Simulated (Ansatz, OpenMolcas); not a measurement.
## GaSiH4O (SMILES [SiH3][O][GaH]): the vertical ionisation energy, rung by rung

The species is GaSiH4O (7 atoms), meant as a doublet with charge 0. As SMILES, `[SiH3][O][GaH]`. The coordinates come from a PBE0-D4/def2-TZVP relaxation. This is one conformer, not always the lowest.

Each level gives the vertical ionisation energy (to the singlet cation) (eV). The values are calculated.

```csv
level,kind,program,value (eV),less CCSD(T)/cc-pVDZ,CPU time (all runs)
USVWN5/cc-pVDZ,LDA,Ansatz,8.14,+0.08,12 s
UM06-L/cc-pVDZ,meta-GGA,OpenMolcas,7.96,-0.10,97 s
U-r2SCAN0/cc-pVDZ,hybrid meta-GGA,Ansatz,8.53,+0.47,49 s
U-wB97M-V/cc-pVDZ,range-separated hybrid,Ansatz,8.30,+0.24,3.1 min
UB2PLYP/cc-pVDZ,double hybrid,Ansatz,8.17,+0.11,29 s
RPA@PBE/cc-pVDZ,RPA,Ansatz,8.22,+0.16,30 s
UMP2/cc-pVDZ,perturbation theory,Ansatz,8.06,0.00,8.5 s
UCCSD(T)/cc-pVDZ,coupled cluster or CI,Ansatz,8.06,0.00,62 s
```

UCCSD(T)/cc-pVDZ is the highest level here, not the true value. All-electron rows without a relativistic Hamiltonian named are non-relativistic. The values span 7.96 to 8.53 eV. In the correlated wave-function rows the outer d shell of Ga is correlated, in sets not made for it. Times are those of the runs behind each value, whatever else they computed, on shared processors of several kinds: orders of magnitude only.

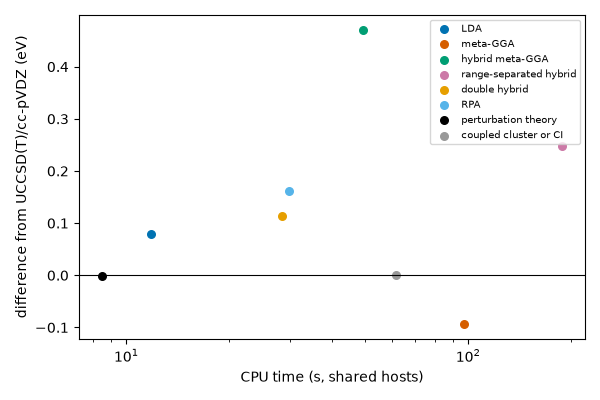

Difference from UCCSD(T)/cc-pVDZ against processor time, one point a level.
